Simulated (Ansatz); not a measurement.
A series of calculations on SiH6SO3

## 1. Relaxation

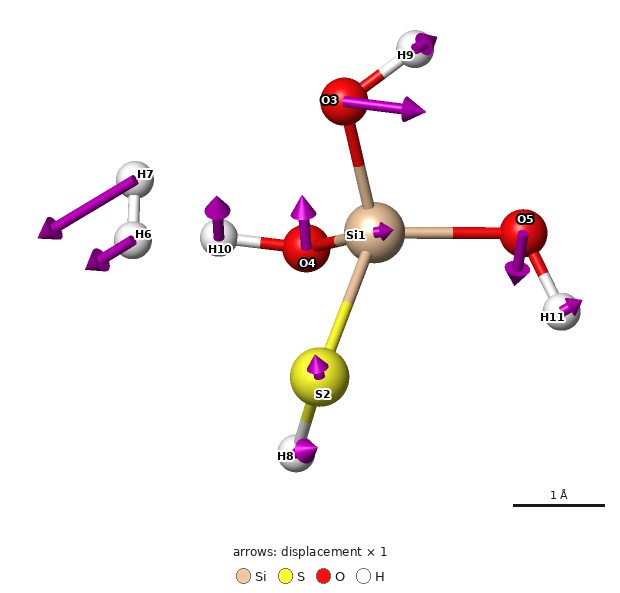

A relaxation of SiH6SO3. The starting structure is drawn; purple arrows show the displacements, at their true length. The two geometries are superimposed by the best rigid fit.

A ball-and-stick model, seen face on.

The run prepares an end point of a later path (reaction) calculation, from a guessed geometry.

Method: RKS PBE-D4/def2-SVP (Ansatz). Set-up: no spin polarisation; force threshold 0.03 eV/Å; at most 50 steps.

Atoms of which element are displaced furthest, and by how much?

Hydrogen: up to 1.39 Å, against 0.96 Å for oxygen.

What did the optimiser do to the structure, and how much energy did it gain?

The energy falls by 25.5 kJ/mol in 23 accepted moves (27 points after the start). The largest force component goes from 1.8 to 0.029 eV/Å. The line search rejected the trial steps at points 11, 16, 20, 21 of the run. The forces were under the threshold at step 19, but the run went on from there. H7 moves most after the best rigid fit: 1.39 Å. Largest moves by element: H 1.39 Å, O 0.96 Å, S 0.30 Å, Si 0.22 Å. Near-neighbour distances that change, for instance: H6–H7 0.709 → 0.772 Å, Si1–O3 1.666 → 1.672 Å, Si1–S2 2.161 → 2.156 Å. Among the angles between lasting bonds that change: O3–Si1–O5 106.2° → 113.3°, S2–Si1–O3 107.9° → 101.4°, O4–Si1–O5 107.1° → 102.6°. Groups turn about Si1–O5 by about 90°, Si1–O3 by about 70°, Si1–S2 by about 45°. The run took 81 s on 2 threads of Intel(R) Xeon(R) Platinum 8259CL CPU @ 2.50GHz (Skylake/Cascade Lake), with other jobs on the host, peak memory 0.17 GiB.

## 2. Relaxation

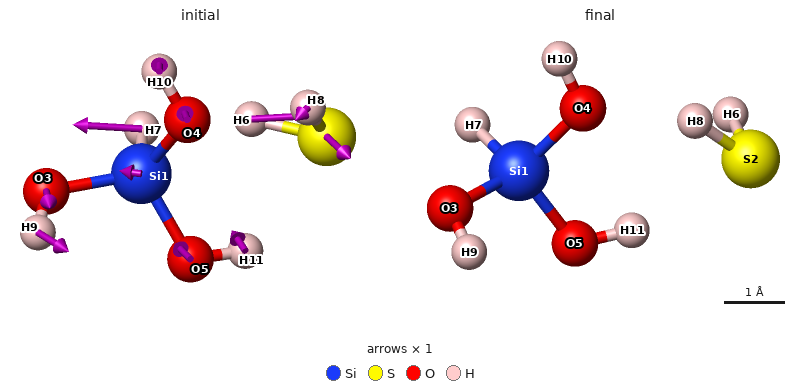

The structure of SiH$_{6}$SO$_{3}$ before (left) and after (right) a relaxation, at one scale. The purple arrows give the displacements, at their true length.

Style: ball-and-stick. Shown at a tilt.

The run prepares an end point of a later path (reaction) calculation, from a guessed geometry.

These are results of RKS PBE-D4/def2-SVP in Ansatz 0.2.0, not measurements. (no spin polarisation; force threshold 0.03 eV/Å; at most 50 steps)

Q: What changed between the two?

A: H6 moves most after the best rigid fit: 1.33 Å. By element the largest moves are H 1.33 Å, S 0.85 Å, O 0.68 Å, Si 0.39 Å. Near-neighbour distances that change, for instance: Si1–H7 1.452 → 1.493 Å, Si1–O4 1.685 → 1.698 Å, S2–H8 1.365 → 1.375 Å, Si1–O5 1.660 → 1.654 Å. Among the angles between lasting bonds that change: Si1–O5–H11 111.7° → 115.8°, O5–Si1–H7 112.5° → 115.8°, H6–S2–H8 89.0° → 91.7°. Groups turn about Si1–O5 by about 40°. Over 15 geometry steps the energy falls by 0.200 eV. Largest force component: 0.82 eV/Å at the start, 0.015 eV/Å at the end.

## 3. Path

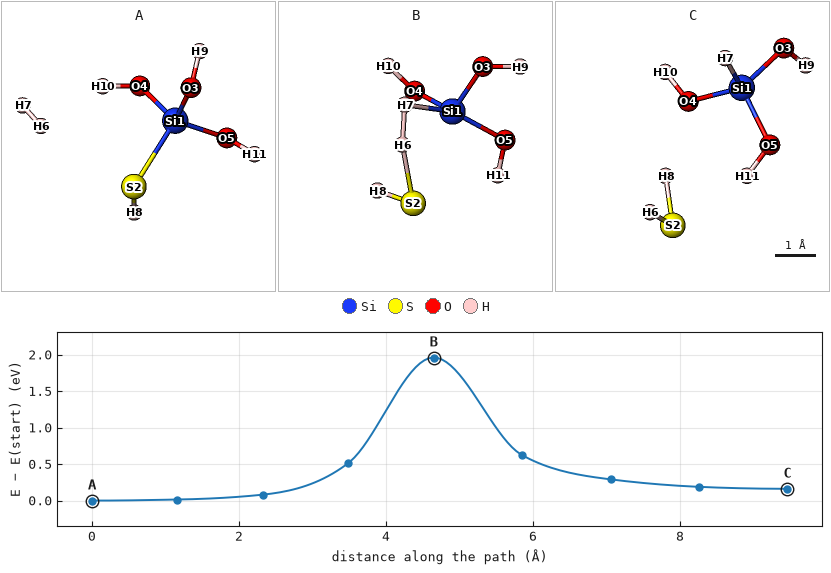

A nudged-elastic-band calculation for SiH$_{6}$SO$_{3}$. Images are numbered from 0 (start) to 8 (end). Frames A to C are images 0, 4, 8. A ball-and-stick model, seen at a tilt.

Computed with Ansatz, RKS PBE-D4/def2-SVP. Run with 7 movable images; climbing image; force threshold 0.03 eV/Å; iteration limit 50; starting path through a guess of the saddle point.

> What happens along the path, and what is the barrier?

Breaking: H6–H7 (0.77 → 1.03 at the top → 4.40 Å), Si1–S2 (2.16 → 2.59 at the top → 3.95 Å). Forming: S2–H6 (3.00 → 1.67 at the top → 1.36 Å), Si1–H7 (3.95 → 1.72 at the top → 1.49 Å). Forward barrier 1.96 eV, backward barrier 1.80 eV, with image 4 at the top; the reaction energy is +0.16 eV. The band converged in 16 iterations, with a climbing image at the top. At the top, the vibrational analysis gives one imaginary mode (905i cm⁻¹), as a transition state must have.
